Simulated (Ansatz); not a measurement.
In doubt: one-shot GW on d or f shells is unsure (in some of the runs), so the values of those runs are not to be relied on.

System: CsCu2I3 (Cmcm).

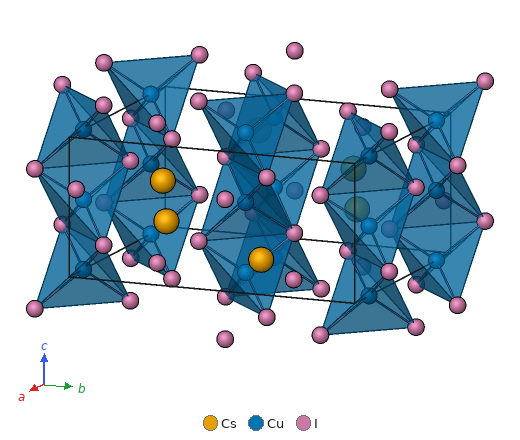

The structure (caesium orange, copper blue, iodine pink). Some periodic images of atoms are drawn too.

```
Cs Cu I
1.0
     5.27395   -6.58625    0.00000
     5.27395    6.58625    0.00000
     0.00000    0.00000    6.09718
Cs Cu I
2 4 6
Direct
  0.32780 0.67220 0.25000
  0.67220 0.32780 0.75000
  0.85100 0.85100 0.00000
  0.14900 0.14900 0.50000
  0.14900 0.14900 0.00000
  0.85100 0.85100 0.50000
  0.87960 0.12040 0.25000
  0.12040 0.87960 0.75000
  0.83600 0.59800 0.25000
  0.16400 0.40200 0.75000
  0.59800 0.83600 0.75000
  0.40200 0.16400 0.25000
```

The cell and positions come from the Crystallography Open Database and are kept as given unless a step says otherwise. Spin-orbit coupling is left out unless a run names it. PAW set soft_2, made with PBE.

Gaps computed with Ansatz 0.2.0 without a self-energy: LDA 1.78 eV, r2SCAN 2.50 eV, r2SCAN+SOC 2.41 eV, HSE06 3.36 eV and PBE0 4.05 eV.

**Question.** Estimate the G0W0@r2SCAN gap with 2×2×2 mesh, 961 empty bands, screening to 100 eV, default PAW files.

About 3.35 eV: on its mesh the run moves the gap from 2.50 eV by +0.86 eV. Among the scalar-relativistic levels given, HSE06 is nearest (+0.01 eV). Spin-orbit coupling is not in that value; its −0.09 eV at the r2SCAN level would bring it to about 3.26 eV. Bands and cutoff are finite, so the gap is not at the basis limit. The miss can reach some tenths of an eV and take either sign; the mesh is an error of its own. The 2×2×2 mesh is coarse for this cell (its supercell is 12 Å along the shortest edge). The RPA ε∞ on it, from the r2SCAN start, is 3.81, 3.88 and 3.94; such meshes misread the long-range screening, most where the gap is narrow. A d shell, filled or nearly so, lies near the gap. One-shot GW converges very slowly in bands there, not always from below, and on a semilocal start the gap tends to come out low; starts rich in exact exchange can overshoot instead. The many-body steps are scalar-relativistic: spin-orbit coupling is not in them.

[Paths, hosts, dates, memory and timing lines, banners, echoed tables and standing remarks are left out of the program output.]

[Logs are printed without paths, hosts, clocks, repeated set-up lines and the standing remarks that a program may print on its own settings, such as how far it seeks lower states.]

[Runs of the session that timed out or met a known fault of the program may be left out.]

[Cells called generated may have been cut or substituted from an entry of the Crystallography Open Database or the Materials Project.]

[Hosts, paths, dates, database ids (printed as entryN), source tags and the programs' standing remarks are cut or masked in the printed files.]
